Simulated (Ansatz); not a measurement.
# Abstraction of F: NOF + CH3O → NO + CH3FO

Species: NOF (nitrosyl fluoride) `O=NF`, singlet; CH3O (hydroxymethyl radical) `[CH2]O`, doublet; NO (nitric oxide), doublet; CH3FO `OCF`, singlet. A radical takes F: the energy is the difference in strength between the N–F bond broken and the C–F bond made.

Shapes, held fixed at every level: PBE0-D4/def2-TZVP. Flexible molecules stand in one conformer, not always the lowest. Programs: Ansatz 0.2.0. The zero-point and thermal change to 298 K, harmonic and unscaled (PBE0-D4/def2-TZVP), is +11.1 kJ/mol.

| level | kind | ΔH(298 K) (kJ/mol) | less CCSD(T)/CBS estimate | CPU time (sum over the molecules) |
| --- | --- | --- | --- | --- |
| MP2/def2-TZVPP | perturbation theory | -233.1 | -0.6 | – |
| HF/def2-TZVPP | Hartree–Fock | -301.0 | -68.5 | – |
| PBE-D4/def2-TZVPP | GGA | -179.1 | +53.4 | 7 s |
| r2SCAN-D4/def2-TZVPP | meta-GGA | -193.6 | +38.9 | 15 s |
| B3LYP-D4/def2-TZVPP | global hybrid | -215.8 | +16.7 | 7.6 s |
| PBE0-D4/def2-TZVPP | global hybrid | -219.0 | +13.5 | 6.3 s |
| wB97X-V/def2-TZVPP | range-separated hybrid | -232.8 | -0.3 | 20 s |
| CCSD(T)/CBS estimate | coupled cluster or CI | -232.5 | 0.0 | 2.1 min |

The highest level, CCSD(T)/CBS estimate, gives ΔH(298 K) = -232.5 kJ/mol; the levels span -301.0 to -179.1. The column of differences is taken from that level and isn't an error. No measured value is set beside it here. Spin contamination: NO (⟨S²⟩ up to 0.78). Open shells run unrestricted. The CBS estimate extrapolates MP2 from def2-TZVPP and def2-QZVPP and adds CCSD(T) − MP2 in the triple-zeta set, cores frozen. Times are processor times on shared x86 and Arm servers, and rough.

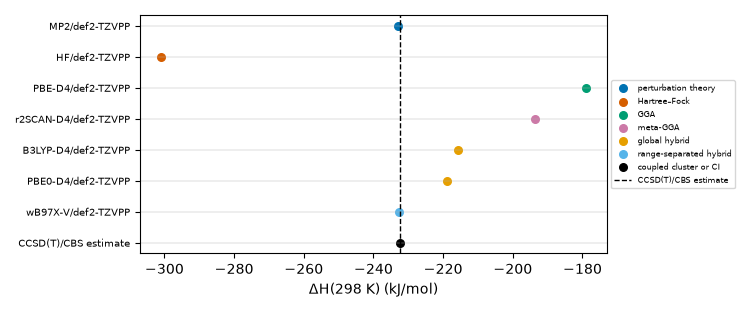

The values of the table, level by level.
